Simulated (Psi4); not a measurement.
# SO (sulfur oxide) at U-wB97X-D/aug-cc-pVTZ (sweep point 2)

Aim: the vertical ionisation energy of SO (sulfur oxide) at U-wB97X-D/aug-cc-pVTZ (sweep point 2), from 2 runs. Input form: a Python script.

The results are computed with Psi4 1.11.

**1. The molecule**

SO: 2 atoms, total charge 0, spin state triplet. As SMILES, `O=S`. Geometry: the measured bond length.

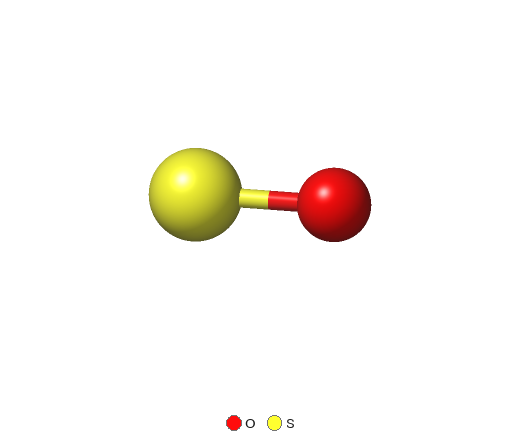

The structure, seen from a chosen angle (oxygen red, sulfur yellow).

**2. A single-point energy at U-wB97X-D/aug-cc-pVTZ (sweep point 2)**

Input file os.py:

```python
import psi4

psi4.set_memory('1600 MB')
psi4.set_num_threads(1)
psi4.core.set_output_file('run.log', False)

geom = psi4.geometry("""
0 3
O      0.00000000     0.00000000     0.00000000
S      0.00000000     0.00000000     2.79884880
units bohr
symmetry c1
""")

psi4.set_options({
    'reference': 'uks',
    'puream': True,
    'scf_type': 'pk',
    'dft_radial_points': 99,
    'dft_spherical_points': 590,
    'maxiter': 150,
})

e, wfn = psi4.energy("wb97x-d/aug-cc-pVTZ", molecule=geom, return_wfn=True)
print(f'wb97x-d/aug-cc-pVTZ energy: {e:.10f} Eh')
```

On the command line:

```console
python os.py
```

run.log:

```text
[...]
  Running in c1 symmetry.
[...]
  Nuclear repulsion =   45.733088546976887
[...]
  Multiplicity = 3
[...]
  Nalpha       = 13
  Nbeta        = 11
[...]
    Number of basis functions: 96
[...]
   @UKS iter   1:  -473.28125752186213   -3.10956e-01   5.38849e-03 ADIIS/DIIS
[...]
   @UKS iter   9:  -473.38006509392585   -3.42535e-08   1.78971e-07 DIIS
[...]
   @S^2 Observed:                2.010914153E+00
[...]
    Orbital Energies [Eh]
    ---------------------
    Alpha Occupied:
       1A    -89.151353     2A    -19.331478     3A     -8.155387
       4A     -6.103657     5A     -6.103657     6A     -6.101784
       7A     -1.201023     8A     -0.786440     9A     -0.553183
      10A     -0.553183    11A     -0.548040    12A     -0.348190
      13A     -0.348190
    Alpha Virtual:
      14A      0.050411    15A      0.077926    16A      0.086496
      17A      0.086496    18A      0.124307    19A      0.184900
      20A      0.194859    21A      0.194859    22A      0.216861
      23A      0.216861    24A      0.310366    25A      0.312700
[...]
  @UKS Final Energy:  -473.38006509392585
   => Energetics <=
    Nuclear Repulsion Energy =             45.7330885469768873
    One-Electron Energy =                -743.6938441702786804
    Two-Electron Energy =                 249.3519064595762416
    DFT Exchange-Correlation Energy =     -24.7712136765926729
    Empirical Dispersion Energy =          -0.0000022536076523
    VV10 Nonlocal Energy =                  0.0000000000000000
    Total Energy =                       -473.3800650939258503
[...]
 Multipole Moments:
 ------------------------------------------------------------------------------------
     Multipole            Electronic (a.u.)      Nuclear  (a.u.)        Total (a.u.)
 ------------------------------------------------------------------------------------
 L = 1.  Multiply by 2.5417464519 to convert [e a0] to [Debye]
 Dipole X            :          0.0000000            0.0000000            0.0000000
 Dipole Y            :         -0.0000000            0.0000000           -0.0000000
 Dipole Z            :          0.5938233            0.0082894            0.6021127
 Magnitude           :                                                    0.6021127
[...]
```

The script printed:

```text
wb97x-d/aug-cc-pVTZ energy: -473.3800650939 Eh
```

It took 11 s on 1 thread of Intel Xeon Platinum 8488C (Sapphire Rapids), shared host; peak memory 0.95 GiB.

**3. The doublet cation at the same level**

Input file os.py:

```python
import psi4

psi4.set_memory(1600000000)
psi4.set_num_threads(1)
psi4.core.set_output_file('output.dat', False)

mol = psi4.geometry("""
1 2
O      0.00000000     0.00000000     0.00000000
S      0.00000000     0.00000000     2.79884880
units bohr
symmetry c1
""")

options = {'basis': 'aug-cc-pVTZ', 'reference': 'uks', 'puream': True, 'scf_type': 'pk', 'dft_radial_points': 99, 'dft_spherical_points': 590, 'maxiter': 150}
psi4.set_options(options)

E = psi4.energy("wb97x-d")
print(f'total energy {E:.8f} hartree = {E * 27.211386:.5f} eV')
```

On the command line:

```console
python os.py
```

output.dat:

```text
[...]
  Running in c1 symmetry.
[...]
  Nuclear repulsion =   45.733088546976887
[...]
  Multiplicity = 2
[...]
  Nalpha       = 12
  Nbeta        = 11
[...]
    Number of basis functions: 96
[...]
   @UKS iter   1:  -472.88689505730480    8.34069e-02   4.83298e-03 DIIS/ADIIS
[...]
   @UKS iter  10:  -472.98893292027645   -5.16908e-07   6.49830e-07 DIIS
[...]
   @S^2 Observed:                7.547443303E-01
[...]
    Orbital Energies [Eh]
    ---------------------
    Alpha Occupied:
       1A    -89.553100     2A    -19.709693     3A     -8.548754
       4A     -6.498934     5A     -6.495258     6A     -6.493693
       7A     -1.541900     8A     -1.116714     9A     -0.885152
      10A     -0.879790    11A     -0.857416    12A     -0.679637
    Alpha Virtual:
      13A     -0.435277    14A     -0.225753    15A     -0.109159
      16A     -0.075416    17A     -0.074338    18A     -0.055271
      19A     -0.031308    20A     -0.030374    21A      0.009439
      22A      0.014937    23A      0.015528    24A      0.074464
      25A      0.077641    26A      0.114047    27A      0.177003
[...]
  @UKS Final Energy:  -472.98893292027645
   => Energetics <=
    Nuclear Repulsion Energy =             45.7330885469768873
    One-Electron Energy =                -734.9070078230106446
    Two-Electron Energy =                 240.7314998171586353
    DFT Exchange-Correlation Energy =     -24.5465112077936887
    Empirical Dispersion Energy =          -0.0000022536076523
    VV10 Nonlocal Energy =                  0.0000000000000000
    Total Energy =                       -472.9889329202764543
[...]
 Multipole Moments:
 ------------------------------------------------------------------------------------
     Multipole            Electronic (a.u.)      Nuclear  (a.u.)        Total (a.u.)
 ------------------------------------------------------------------------------------
 L = 1.  Multiply by 2.5417464519 to convert [e a0] to [Debye]
 Dipole X            :          0.0000000            0.0000000            0.0000000
 Dipole Y            :         -0.0000000            0.0000000           -0.0000000
 Dipole Z            :          0.9085257            0.0082894            0.9168151
 Magnitude           :                                                    0.9168151
[...]
```

On the terminal:

```text
total energy -472.98893292 hartree = -12870.68443 eV
```

It took 12 s on 1 thread of Intel Xeon Platinum 8488C (Sapphire Rapids), shared host; peak memory 0.95 GiB.

**4. Outcome**

At U-wB97X-D/aug-cc-pVTZ (sweep point 2):

```
                                          quantity          value
                          triplet SO: total energy  -473.38007 Eh
                         triplet SO: dipole moment         1.53 D
    triplet SO: HOMO energy (highest over α and β)       -9.47 eV
     triplet SO: LUMO energy (lowest over α and β)       -1.55 eV
                     triplet SO: dispersion energy   -0.01 kJ/mol
                                  triplet SO: ⟨S²⟩          2.011
                      doublet cation: total energy  -472.98893 Eh
doublet cation: HOMO energy (highest over α and β)      -18.49 eV
 doublet cation: LUMO energy (lowest over α and β)      -11.84 eV
                 doublet cation: dispersion energy   -0.01 kJ/mol
                              doublet cation: ⟨S²⟩          0.755
vertical ionisation energy (to the doublet cation)      10.643 eV
```

The vertical ionisation energy comes to 10.64 eV (245 kcal/mol).
